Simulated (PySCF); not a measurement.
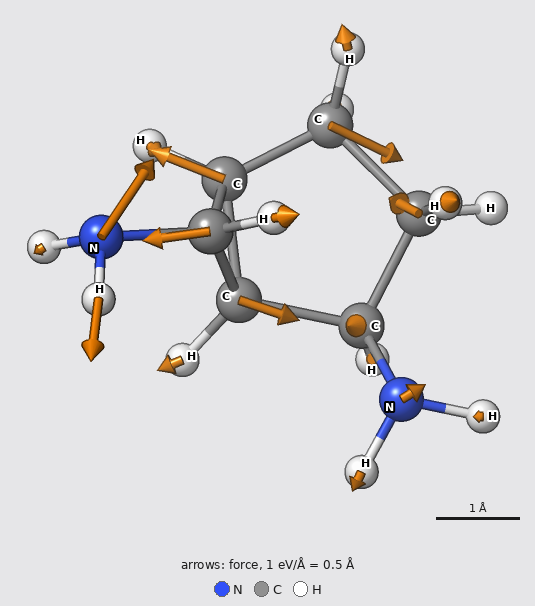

Starting geometry of C6H12N2 with the computed forces as orange arrows. Style: ball-and-stick. Shown at a tilt.

The start comes from GFN2-xTB. Its atoms were then displaced at random by about 0.01 Å.

Theory: PBE0-D3(BJ)/def2-SVP geometry optimisation, gas phase in PySCF. 

Q: Is this structure relaxed? If not, where do the atoms go?

A: It isn't relaxed: the largest force vector, on an N atom, is 2.76 eV/Å. The final displacements have little in common with the starting forces (cosine between the two patterns 0.20). The energy falls by 4.69 kcal/mol in 6 geometry steps. The largest move after the best rigid fit is that of an H atom, 0.13 Å. By element the largest moves are H 0.13 Å, N 0.09 Å, C 0.05 Å. Near-neighbour distances that change, for instance: H–N 0.980 → 1.019 Å, C–C 1.477 → 1.515 Å, C–C 1.568 → 1.532 Å, C–N 1.465 → 1.432 Å. Bond angles that change, for instance: C–C–H 121.7° → 117.4°, H–N–H 109.9° → 106.5°, C–C–H 115.5° → 118.9°. The run took 2.4 min on 1 thread of Arm Neoverse N1 (shared host).
